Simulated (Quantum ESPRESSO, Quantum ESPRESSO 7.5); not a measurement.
# Work-function anisotropy of Ni

Aim: the work function of the low-index faces of Ni, their order, and how far the functional matters.

Calculated with Quantum ESPRESSO 7.5; plane-wave DFT, PBE, PseudoDojo norm-conserving pseudopotentials (geometry by pw.x at PBE, GBRV ultrasoft).

**What experiment says.**

For Ni (clean single-crystal faces), “Anisotropic work function of elemental crystals” (2019, arxiv:1902.07811) quotes earlier work: work function of (111) (clean (111) face) 5.36 eV; work function of (100) (clean (100) face) 5.17 eV; work function of (110) (clean (110) face) 4.55 eV.

### 1. Starting point

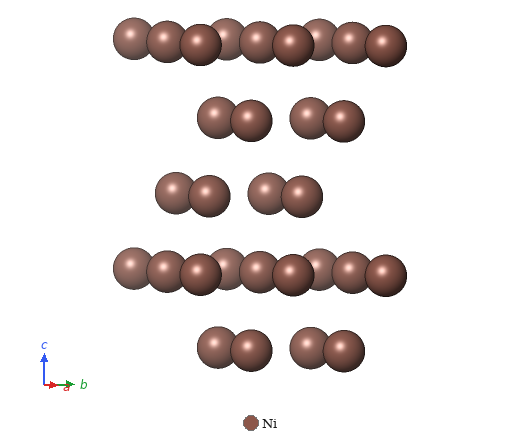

The cell as given, from the side, with the c axis up (nickel brown). 2×2×1 cells are drawn. Some periodic images of atoms are drawn too.

The cell holds 5 atoms: 5 Ni. Its edges and angles: a = 2.489 Å, b = 2.489 Å, c = 24.129 Å, α = 90.0°, β = 90.0°, γ = 60.0°. It derives from Ni. Vacuum lies along c.

### 2. Relaxing the ions of (111), PBE

The free layers are relaxed; atoms flagged 0 0 0 stay at their bulk places.

Contents of 111.relax.in:

```
&control
  prefix = '111.relax'
  outdir = './out'
  pseudo_dir = './pseudo'
  nstep = 40
  forc_conv_thr = 0.001
  calculation = 'relax'
/
&system
  ibrav = 0
  nat = 5
  ntyp = 1
  ecutwfc = 40
  ecutrho = 200
  occupations = 'smearing'
  smearing = 'mv'
  degauss = 0.02
  nspin = 2
  starting_magnetization(1) = 0.12
/
&electrons
  conv_thr = 1e-07
  mixing_beta = 0.4
  electron_maxstep = 120
  mixing_mode = 'local-TF'
/
&ions
/
ATOMIC_SPECIES
  Ni  58.6934  ni_pbe_v1.4.uspp.F.UPF
CELL_PARAMETERS angstrom
  2.48901586977665 0.00000000000000 0.00000000000000
  1.24450793488832 2.15555097364920 0.00000000000000
  0.00000000000000 0.00000000000000 24.12909179018993
ATOMIC_POSITIONS crystal
  Ni  0.666666666700 0.666666666700 0.331549984125
  Ni  0.000000000000 0.000000000000 0.415774992063
  Ni  0.333333333300 0.333333333300 0.500000000000 0 0 0
  Ni  0.666666666700 0.666666666700 0.584225007937
  Ni  0.000000000000 0.000000000000 0.668450015875
K_POINTS automatic
  12 12 1 0 0 0
```

The run is started by

```sh
OMP_NUM_THREADS=1 mpirun -n 4 pw.x -nk 4 -in 111.relax.in > 111.relax.out
```

What it wrote:

```text
Program PWSCF v.7.5 starts
[citation notice left out]

     Parallel version (MPI & OpenMP), running on       4 processor cores
     Number of MPI processes:                 4
     Threads/MPI process:                     1

     MPI processes distributed on     1 nodes
[...]
Current dimensions of program PWSCF are:
     Max number of different atomic species (ntypx) = 10
     Max number of k-points (npk) =  40000
     Max angular momentum in pseudopotentials (lmaxx) =  4
     Message from routine setup:
     using ibrav=0 with symmetry is DISCOURAGED, use correct ibrav instead

     K-points division:     npool     =       4
     Subspace diagonalization in iterative solution of the eigenvalue problem:
     a serial algorithm will be used

     G-vector sticks info
     --------------------
     sticks:   dense  smooth     PW     G-vecs:    dense   smooth      PW
     Sum         313     253     85                41833    30003    5951

     Using Slab Decomposition

     bravais-lattice index     =            0
     lattice parameter (alat)  =       4.7036  a.u.
     unit-cell volume          =     873.6220 (a.u.)^3
     number of atoms/cell      =            5
     number of atomic types    =            1
     number of electrons       =        90.00
     number of Kohn-Sham states=           54
     kinetic-energy cutoff     =      40.0000  Ry
     charge density cutoff     =     200.0000  Ry
     scf convergence threshold =      1.0E-07
     mixing beta               =       0.4000
     number of iterations used =            8  local-TF  mixing
     energy convergence thresh.=      1.0E-04
     force convergence thresh. =      1.0E-03
     Exchange-correlation=  SLA  PW   PBX  PBC
                           (   1   4   3   4   0   0   0)
     nstep                     =           40

     celldm(1)=   4.703558  celldm(2)=   0.000000  celldm(3)=   0.000000
     celldm(4)=   0.000000  celldm(5)=   0.000000  celldm(6)=   0.000000

     crystal axes: (cart. coord. in units of alat)
               a(1) = (   1.000000   0.000000   0.000000 )
               a(2) = (   0.500000   0.866025   0.000000 )
               a(3) = (   0.000000   0.000000   9.694230 )

     reciprocal axes: (cart. coord. in units 2 pi/alat)
               b(1) = (  1.000000 -0.577350  0.000000 )
               b(2) = (  0.000000  1.154701  0.000000 )
               b(3) = (  0.000000  0.000000  0.103154 )

     PseudoPot. # 1 for Ni read from file:
     ./pseudo/ni_pbe_v1.4.uspp.F.UPF
     Pseudo is Ultrasoft + core correction, Zval = 18.0
     Generated by new atomic code, or converted to UPF format
     Using radial grid of  865 points,  6 beta functions with:
                l(1) =   0
                l(2) =   0
                l(3) =   1
                l(4) =   1
                l(5) =   2
                l(6) =   2
     Q(r) pseudized with 10 coefficients,  rinner =    0.980   0.980   0.980
                                                       0.980   0.980

     atomic species   valence    mass     pseudopotential
     Ni               18.00    58.69340     Ni( 1.00)

     Starting magnetic structure
     atomic species   magnetization
     Ni              0.120

     12 Sym. Ops., with inversion, found ( 6 have fractional translation)

   Cartesian axes

     site n.     atom                  positions (alat units)
         1        Ni     tau(   1) = (   1.0000000   0.5773503   3.2141217  )
         2        Ni     tau(   2) = (   0.0000000   0.0000000   4.0306183  )
         3        Ni     tau(   3) = (   0.5000000   0.2886751   4.8471149  )
         4        Ni     tau(   4) = (   1.0000000   0.5773503   5.6636115  )
         5        Ni     tau(   5) = (   0.0000000   0.0000000   6.4801081  )

     number of k points=    19  Marzari-Vanderbilt smearing, width (Ry)=  0.0200
                       cart. coord. in units 2pi/alat
        k(    1) = (   0.0000000   0.0000000   0.0000000), wk =   0.0069444
        k(    2) = (   0.0000000   0.0962250   0.0000000), wk =   0.0416667
        k(    3) = (   0.0000000   0.1924501   0.0000000), wk =   0.0416667
        k(    4) = (   0.0000000   0.2886751   0.0000000), wk =   0.0416667
        k(    5) = (   0.0000000   0.3849002   0.0000000), wk =   0.0416667
        k(    6) = (   0.0000000   0.4811252   0.0000000), wk =   0.0416667
        k(    7) = (   0.0000000  -0.5773503   0.0000000), wk =   0.0208333
        k(    8) = (   0.0833333   0.1443376   0.0000000), wk =   0.0416667
        k(    9) = (   0.0833333   0.2405626   0.0000000), wk =   0.0833333
        k(   10) = (   0.0833333   0.3367877   0.0000000), wk =   0.0833333
[...]
k(   19) = (   0.3333333  -0.5773503   0.0000000), wk =   0.0138889

     Dense  grid:    41833 G-vectors     FFT dimensions: (  24,  24, 216)

     Smooth grid:    30003 G-vectors     FFT dimensions: (  24,  24, 192)

     Estimated max dynamical RAM per process >     115.88 MB

     Estimated total dynamical RAM >     402.24 MB

     Check: negative core charge=   -0.000016
     Generating pointlists ...
     new r_m :   0.4125 (alat units)  1.9402 (a.u.) for type    1

     Initial potential from superposition of free atoms

     starting charge      80.0000, renormalised to      90.0000

     negative rho (up, down):  1.251E-03 9.832E-04
     Starting wfcs are   65 randomized atomic wfcs

     total cpu time spent up to now is        1.7 secs

     per-process dynamical memory:    76.9 Mb

     Self-consistent Calculation

     iteration #  1     ecut=    40.00 Ry     beta= 0.40
     Davidson diagonalization with overlap
     ethr =  1.00E-02,  avg # of iterations =  9.9

     negative rho (up, down):  1.989E-01 1.940E-01

     total cpu time spent up to now is       10.0 secs

     total energy              =   -1662.01620115 Ry
     estimated scf accuracy    <    1466.54796362 Ry

     total magnetization       =     0.68 Bohr mag/cell
     absolute magnetization    =     0.80 Bohr mag/cell

     iteration #  2     ecut=    40.00 Ry     beta= 0.40
[...]
negative rho (up, down):  9.384E-02 9.119E-02

[...]
total energy              =   -1715.61866897 Ry
     estimated scf accuracy    <      15.99504447 Ry

     total magnetization       =     5.50 Bohr mag/cell
     absolute magnetization    =     5.91 Bohr mag/cell

     iteration #  3     ecut=    40.00 Ry     beta= 0.40
[...]
negative rho (up, down):  3.251E-02 3.128E-02

[...]
3.5361   3.6077   3.6465   3.7034   3.7373   3.8321   3.9694   4.2882
     5.9501   8.0822  10.1151  12.1756  12.8905  13.1211

          k = 0.0000 0.4811 0.0000 (  3750 PWs)   bands (ev):

   -99.1751 -99.1743 -99.1474 -98.8998 -98.8998 -59.6549 -59.6365 -59.6196
   -59.5692 -59.5425 -59.5270 -59.5211 -59.5163 -59.4712 -59.4187 -59.4183
   -59.3105 -59.3105 -59.1534 -59.1533  -0.2657  -0.0278   0.1646   0.5006
     0.5550   0.7487   0.9482   1.4425   1.9251   2.1191   2.2822   2.3795
     2.4174   2.6727   3.0869   3.2087   3.4411   3.6491   3.7330   3.8206
     3.8595   3.8920   3.9632   4.0355   4.0548   4.1355   4.7968   5.4069
     6.9961   8.7279  10.9016  11.4080  11.9262  12.9036

[...]
the Fermi energy is     4.6554 ev

!    total energy              =   -1716.29297396 Ry
     estimated scf accuracy    <       0.00000007 Ry
     smearing contrib. (-TS)   =      -0.00021085 Ry
     internal energy E=F+TS    =   -1716.29276311 Ry

     The total energy is F=E-TS. E is the sum of the following terms:
     one-electron contribution =  -14798.12477689 Ry
     hartree contribution      =    7413.61506038 Ry
     xc contribution           =    -177.67556490 Ry
     ewald contribution        =    5845.89251830 Ry

     total magnetization       =     3.57 Bohr mag/cell
     absolute magnetization    =     4.14 Bohr mag/cell

     convergence has been achieved in  23 iterations

     negative rho (up, down):  2.540E-04 3.497E-04

     Forces acting on atoms (cartesian axes, Ry/au):

     atom    1 type  1   force =     0.00000000    0.00000000    0.00717921
     atom    2 type  1   force =     0.00000000    0.00000000   -0.00509778
     atom    3 type  1   force =     0.00000000   -0.00000000    0.00000000
     atom    4 type  1   force =     0.00000000    0.00000000    0.00509778
     atom    5 type  1   force =     0.00000000    0.00000000   -0.00717921

     Total force =     0.012452     Total SCF correction =     0.002533
     SCF correction compared to forces is large: reduce conv_thr to get better values

     BFGS Geometry Optimization
     Energy error            =      1.6E-04 Ry
     Gradient error          =      7.2E-03 Ry/Bohr

     number of scf cycles    =   1
     number of bfgs steps    =   0

     energy             new  =   -1716.2929739613 Ry

     new trust radius        =       0.0071792121 bohr
     new conv_thr            =       0.0000001000 Ry

ATOMIC_POSITIONS (crystal)
Ni               0.6666666667        0.6666666667        0.3317074321
Ni               0.0000000000        0.0000000000        0.4156631922
Ni               0.3333333333        0.3333333333        0.5000000000    0   0   0
Ni               0.6666666667        0.6666666667        0.5843368078
Ni               0.0000000000        0.0000000000        0.6682925679

[...]
NEW-OLD atomic charge density approx. for the potential

     Check: negative core charge=   -0.000016

     negative rho (up, down):  3.007E-04 2.945E-04
     Generating pointlists ...

     total cpu time spent up to now is       89.6 secs

     per-process dynamical memory:   136.5 Mb

     Self-consistent Calculation

     iteration #  1     ecut=    40.00 Ry     beta= 0.40
     Davidson diagonalization with overlap
     ethr =  1.00E-06,  avg # of iterations =  5.4

     negative rho (up, down):  2.194E-04 2.731E-04

     total cpu time spent up to now is       95.5 secs

     total energy              =   -1716.29254487 Ry
     estimated scf accuracy    <       0.00695679 Ry

     total magnetization       =     3.57 Bohr mag/cell
     absolute magnetization    =     4.14 Bohr mag/cell

[...]
iteration # 14     ecut=    40.00 Ry     beta= 0.40
[...]
negative rho (up, down):  2.549E-04 3.515E-04

     Magnetic moment per site  (integrated on atomic sphere of radius R)
     atom   1 (R=0.412)  charge= 16.6239  magn=  0.7700
     atom   2 (R=0.412)  charge= 16.6975  magn=  0.7705
     atom   3 (R=0.412)  charge= 16.7003  magn=  0.7295
     atom   4 (R=0.412)  charge= 16.6975  magn=  0.7705
     atom   5 (R=0.412)  charge= 16.6239  magn=  0.7700

[...]
End of self-consistent calculation

 ------ SPIN UP ------------

[...]
the Fermi energy is     4.6548 ev

!    total energy              =   -1716.29310801 Ry
     estimated scf accuracy    <       0.00000002 Ry
     smearing contrib. (-TS)   =      -0.00021546 Ry
     internal energy E=F+TS    =   -1716.29289255 Ry

     The total energy is F=E-TS. E is the sum of the following terms:
     one-electron contribution =  -14807.21931076 Ry
     hartree contribution      =    7418.17621947 Ry
     xc contribution           =    -177.67832152 Ry
     ewald contribution        =    5850.42852025 Ry

     total magnetization       =     3.57 Bohr mag/cell
     absolute magnetization    =     4.14 Bohr mag/cell

     convergence has been achieved in  14 iterations

     negative rho (up, down):  2.549E-04 3.515E-04

     Forces acting on atoms (cartesian axes, Ry/au):

     atom    1 type  1   force =     0.00000000    0.00000000    0.00532348
     atom    2 type  1   force =     0.00000000   -0.00000000   -0.00404494
     atom    3 type  1   force =     0.00000000   -0.00000000    0.00000000
     atom    4 type  1   force =     0.00000000   -0.00000000    0.00404494
     atom    5 type  1   force =     0.00000000   -0.00000000   -0.00532348

     Total force =     0.009455     Total SCF correction =     0.001342
     SCF correction compared to forces is large: reduce conv_thr to get better values
     Energy error            =      1.3E-04 Ry
     Gradient error          =      5.3E-03 Ry/Bohr

     number of scf cycles    =   2
     number of bfgs steps    =   1

     energy             old  =   -1716.2929739613 Ry
     energy             new  =   -1716.2931080079 Ry

     CASE: energy            _new < energy            _old

     new trust radius        =       0.0078971333 bohr
     new conv_thr            =       0.0000000013 Ry

ATOMIC_POSITIONS (crystal)
Ni               0.6666666667        0.6666666667        0.3318806248
Ni               0.0000000000       -0.0000000000        0.4155316243
Ni               0.3333333333        0.3333333333        0.5000000000    0   0   0
Ni               0.6666666667        0.6666666667        0.5844683757
Ni               0.0000000000       -0.0000000000        0.6681193752

[...]
NEW-OLD atomic charge density approx. for the potential

     Check: negative core charge=   -0.000016

     negative rho (up, down):  3.024E-04 2.975E-04
     Generating pointlists ...

     total cpu time spent up to now is      136.2 secs

     per-process dynamical memory:   137.4 Mb

     Self-consistent Calculation

     iteration #  1     ecut=    40.00 Ry     beta= 0.40
     Davidson diagonalization with overlap
     ethr =  1.00E-06,  avg # of iterations =  5.2

     negative rho (up, down):  2.233E-04 2.761E-04

     total cpu time spent up to now is      142.1 secs

     total energy              =   -1716.29219406 Ry
     estimated scf accuracy    <       0.01209942 Ry

     total magnetization       =     3.57 Bohr mag/cell
     absolute magnetization    =     4.14 Bohr mag/cell

[...]
iteration # 15     ecut=    40.00 Ry     beta= 0.40
[...]
negative rho (up, down):  2.561E-04 3.532E-04

     Magnetic moment per site  (integrated on atomic sphere of radius R)
     atom   1 (R=0.412)  charge= 16.6260  magn=  0.7705
     atom   2 (R=0.412)  charge= 16.6986  magn=  0.7709
     atom   3 (R=0.412)  charge= 16.6986  magn=  0.7291
     atom   4 (R=0.412)  charge= 16.6986  magn=  0.7709
     atom   5 (R=0.412)  charge= 16.6260  magn=  0.7705

[...]
End of self-consistent calculation

 ------ SPIN UP ------------

[...]
-59.3564
[key lines of the parts left out:]
total energy              =   -1716.29334025 Ry
total magnetization       =     3.58 Bohr mag/cell
```

Wall time 8.7 min (4 MPI ranks of Arm Neoverse V2, shared host); peak memory 0.57 GiB; 35 min of CPU time.

Step by step:

```csv
step,energy less that of the first step (eV),largest force (eV/Å)
1,0.0000,0.1846
2,-0.0018,0.1369
3,-0.0033,0.1004
4,-0.0043,0.0495
5,-0.0045,0.0496
6,-0.0047,0.0602
7,-0.0050,0.0569
8,-0.0054,0.0440
9,-0.0055,0.0115
```

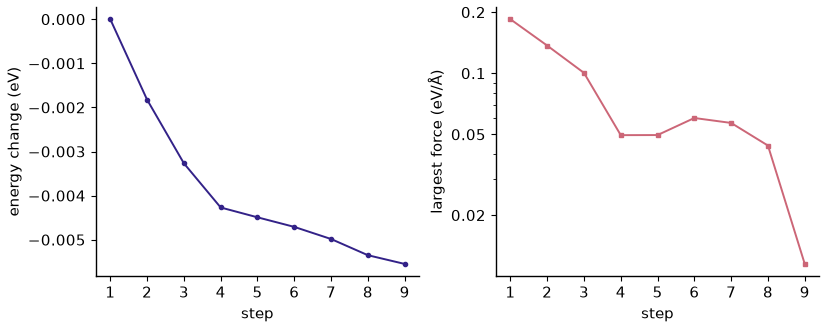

Energy and largest force along the relaxation.

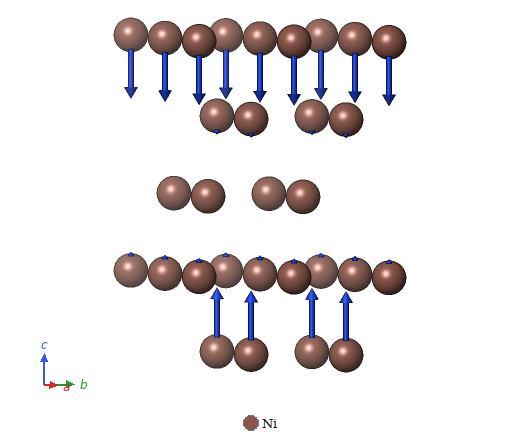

Displacements in the relaxation, exaggerated; the longest in the cell stands for 0.04 Å. 2×2×1 cells are drawn. Some periodic images of atoms are drawn too.

The atoms that moved most (Å):

```
atom     dx     dy      dz  length
 Ni1  0.000  0.000   0.037   0.037
 Ni5  0.000  0.000  -0.037   0.037
```

The relaxed structure:

```cif
data_structure
_symmetry_space_group_name_H-M 'P 1'
_symmetry_Int_Tables_number 1
_cell_length_a 2.4890
_cell_length_b 2.4890
_cell_length_c 24.1291
_cell_angle_alpha 90.000
_cell_angle_beta 90.000
_cell_angle_gamma 60.000
_cell_volume 129.46
loop_
_atom_site_label
_atom_site_type_symbol
_atom_site_fract_x
_atom_site_fract_y
_atom_site_fract_z
_atom_site_occupancy
Ni1 Ni 0.66667 0.66667 0.33307 1
Ni2 Ni 0.00000 0.00000 0.41592 1
Ni3 Ni 0.33333 0.33333 0.50000 1
Ni4 Ni 0.66667 0.66667 0.58408 1
Ni5 Ni 0.00000 0.00000 0.66693 1
```

The relaxation lowers the energy by 1 meV an atom. On the free atoms the largest force ends at 0.011 eV/Å.

This step gave:

| Property | Result |
| --- | --- |
| free energy | -23351.3611 eV |
| Fermi energy | 4.658 eV |
| magnetization | 3.58 μB |
| absolute magnetization | 4.14 μB |
| site moments | 0.7727, 0.7718, 0.7285, 0.7718, 0.7727 μB |

(Part 1 of 6 ends here.)

[Logs are printed without paths, hosts, clocks, repeated set-up lines and the standing remarks that a program may print on its own settings, such as how far it seeks lower states.]

[Hosts, paths, dates, database ids (printed as entryN), source tags and the programs' standing remarks are cut or masked in the printed files.]

[Maps of the electrostatic potential energy from Ansatz leave out the sawtooth potential of an applied field or a dipole correction, so their vacuum need not be flat; planar profiles and work functions include it.]
